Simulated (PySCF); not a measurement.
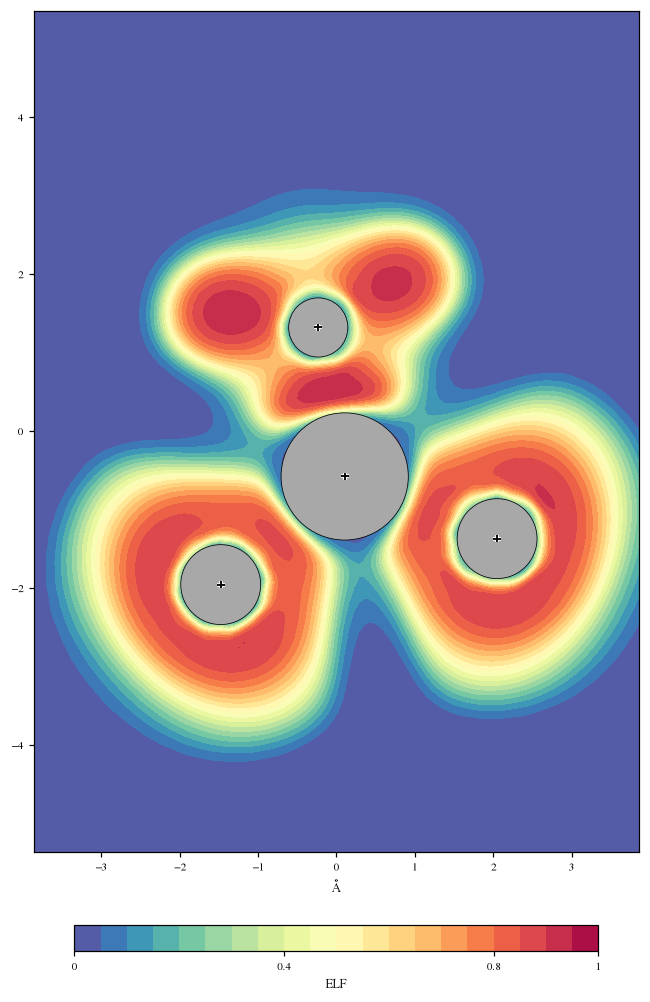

The electron localisation function on a plane through atoms (crosses mark nuclei in the plane; grey discs cover the cores).

These are results of PBE0/pcSseg-1 Al:pcSseg-2, SCF density, gas phase, non-relativistic (PySCF), not measurements.

Candidates:
A. Al₂Cl₄H₄P₂
B. CH₅AlCl₂Si

Question: Which candidate gave the map?

Answer: Candidate B: CH₅AlCl₂Si on the plane of atoms Cl2, Al1 and Cl3, which holds Al, Cl and C. C–Al (1.93 Å): the ELF peaks at about 0.95 between the atoms, as expected for a polar covalent bond. Al–Cl (2.10 Å): the ELF peaks at about 0.85 in the valence shell of Cl, 0.9 Å from its nucleus, and is about 0.80 at the midpoint.
